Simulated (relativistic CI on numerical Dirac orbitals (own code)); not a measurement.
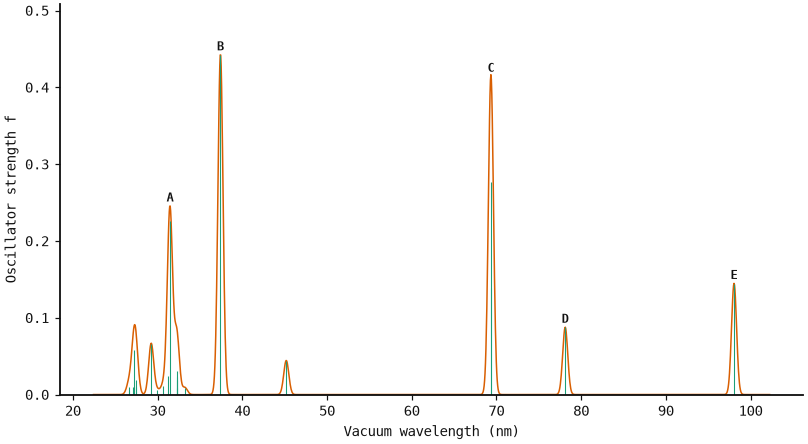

Computed spectrum: absorption lines from the lowest level (oscillator strengths f) of an atom or ion with 5 electrons. Computed by relativistic configuration interaction, KLI exchange-only orbitals, Breit term, model QED, valence Slater integrals scaled by 0.85, configurations shifted onto measured levels (in-house radial CI code). The envelope is a Gaussian of full width 0.7 nm, scaled to the tallest stick.

**Identify the ion and assign the lettered lines.**

N²⁺. A: 2s² 4d ²D₃/₂ ← 2s² 2p ²P°₁/₂, 31.47 nm, f = 0.23; B: 2s² 3d ²D₃/₂ ← 2s² 2p ²P°₁/₂, 37.42 nm, f = 0.44; C: 2s 2p² ²P₁/₂ ← 2s² 2p ²P°₁/₂, 69.36 nm, f = 0.28; D: 2s 2p² ²S₁/₂ ← 2s² 2p ²P°₁/₂, 78.11 nm, f = 0.087; E: 2s 2p² ²D₃/₂ ← 2s² 2p ²P°₁/₂, 98.05 nm, f = 0.14.

Known limits: shifts are fitted to measured levels, configurations with none paired borrow a shift and can be misplaced by tens of thousands of cm⁻¹; rates and lifetimes follow the computed energies and can be off by orders of magnitude; one shift a configuration: terms inside it, and wavelengths, can be off by thousands of cm⁻¹; the fine structure of a weakly bound d or f electron outside closed shells is too small or inverted; only a limited list of configurations is included, so lower levels can be missing; only lines among the lowest 131 of 230 levels are drawn, so those from 2s 2p 4d, 2s 2p 4f, 2s 2p 4s and 2s 2p 4p are incomplete.
